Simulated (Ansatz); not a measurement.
# revPBE/STO-3G run of NH3S (Thiohydroxylamine)

What is the energy change on altering one bond length of NH3S (Thiohydroxylamine) at revPBE/STO-3G? 

Program for the calculation: Ansatz 0.2.0.

57 further runs of the same task are left out: 2 that didn't finish, 55 set aside as unsound or not needed.

## Step 1: The molecule

NH3S has 5 atoms, charge 0, and is taken as a singlet. As SMILES, `NS`. The coordinates come from a GFN2-xTB relaxation. This is one conformer, not always the lowest.

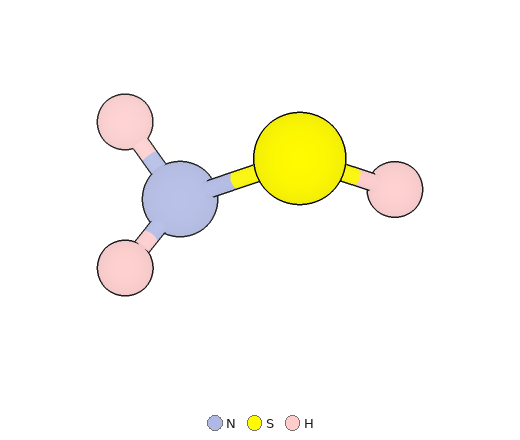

The structure, seen from a chosen angle (nitrogen light blue, sulfur yellow, hydrogen pink).

## Step 2: A single-point energy at revPBE/STO-3G

Contents of job.yaml:

```yaml
basis:
  gaussian: {orbitals: STO-3G}
crystal:
  periodic: [false, false, false]
  atoms:
    - {symbol: "N", position_ang: [-0.162760, -0.507400, -0.231700]}
    - {symbol: S, position_ang: [0.168270, 0.954370, 0.610330]}
    - {symbol: H, position_ang: [0.015040, -1.300690, 0.375430]}
    - {symbol: H, position_ang: [-1.135990, -0.524720, -0.519210]}
    - {symbol: H, position_ang: [1.115440, 1.378440, -0.234860]}
accuracy: high
hamiltonian: {xc: {name: revPBE}}
```

The run is started by

```console
$ ansatz run job.yaml --threads 1 --pin off --max-ram 2610MiB --events-out events.jsonl --progress --plain --runs-dir runs
```

Standard output:

```text
Warning: RAYON_NUM_THREADS=1 ignored (pool sized by the plan → 1); use --threads N
Functional definition: revPBE
  name "revPBE"
  parameter kappa = 1.245
  parameter beta = 0.06672455060314922
  exchange = pbe_x(kappa = kappa, mu = beta*pi^2/3)
  correlation = pbe_c(beta = beta)
289 factors; integrals over basis functions are off by at most 1.1e-8 eV
mean field evaluation 1: about -12230.0828 eV, gradient 1.3e1 eV
mean field evaluation 2: about -12229.7260 eV, gradient 1.7e1 eV
mean field evaluation 4: about -12230.5882 eV, gradient 1.5e-1 eV
mean field evaluation 8: about -12230.5571 eV, gradient 9.9e-4 eV
mean field evaluation 16: about -12230.5571 eV, gradient 1.4e-8 eV
mean field -12230.55709033 eV, -449.4646829004 hartree, gradient 1.4e-8 eV, S^2 0.000000; 0 other end points of the search recorded, 0 dependent functions left out
reference -12230.55709252 eV, -449.4646829809 hartree; 13, 13 occupied and 4, 4 virtual orbitals, 289 factors
Total energy: -12230.55709252 eV, -449.4646829809 hartree
```

Wall time 0.87 s (1 thread of Arm Neoverse V1, shared host).

## Step 3: The distorted shape

Contents of run.yaml:

```yaml
crystal:
  periodic: [false, false, false]
  atoms:
    - {symbol: N, position_ang: [-0.207206, -0.309094, -0.383470]}
    - {symbol: S, position_ang: [0.123824, 1.152676, 0.458560]}
    - {symbol: H, position_ang: [0.015040, -1.300690, 0.375430]}
    - {symbol: H, position_ang: [-1.180436, -0.326414, -0.670980]}
    - {symbol: H, position_ang: [1.070994, 1.576746, -0.386630]}
basis:
  gaussian: {orbitals: STO-3G}
hamiltonian: {xc: {name: revPBE}}
accuracy: high
```

The run is started by

```console
$ ansatz run run.yaml --threads 1 --pin off --max-ram 2610MiB --events-out events.jsonl --progress --plain --runs-dir runs
```

Standard output, shortened:

```text
Warning: RAYON_NUM_THREADS=1 ignored (pool sized by the plan → 1); use --threads N
[... 6 set-up lines as earlier in the session ...]
289 factors; integrals over basis functions are off by at most 3.9e-8 eV
mean field evaluation 1: about -12229.5593 eV, gradient 1.2e1 eV
mean field evaluation 2: about -12228.9165 eV, gradient 1.9e1 eV
mean field evaluation 4: about -12230.0247 eV, gradient 1.8e-1 eV
mean field evaluation 8: about -12229.9786 eV, gradient 1.5e-2 eV
mean field evaluation 16: about -12229.9786 eV, gradient 4.2e-8 eV
mean field -12229.97861253 eV, -449.4434242333 hartree, gradient 4.4e-8 eV, S^2 0.000000; 0 other end points of the search recorded, 0 dependent functions left out
reference -12229.97861472 eV, -449.4434243139 hartree; 13, 13 occupied and 4, 4 virtual orbitals, 289 factors
Total energy: -12229.97861472 eV, -449.4434243139 hartree
```

Run time: 0.87 s. Hardware: 1 thread of Arm Neoverse V1, shared host.

## Step 4: Summary of results

At revPBE/STO-3G:

| quantity | value |
| --- | --- |
| first shape: total energy | -449.46468 Eh |
| distorted shape: total energy | -449.44342 Eh |
| energy change with the N1–H3 bond stretched from 1.015 to 1.268 Å | 0.578 eV |

In words: With the N1–H3 bond stretched from 1.015 to 1.268 Å the energy rises by 0.58 eV (55.8 kJ/mol). The first shape isn't relaxed at this level, so the change isn't measured from a minimum. The minimal basis adds a large error of its own.
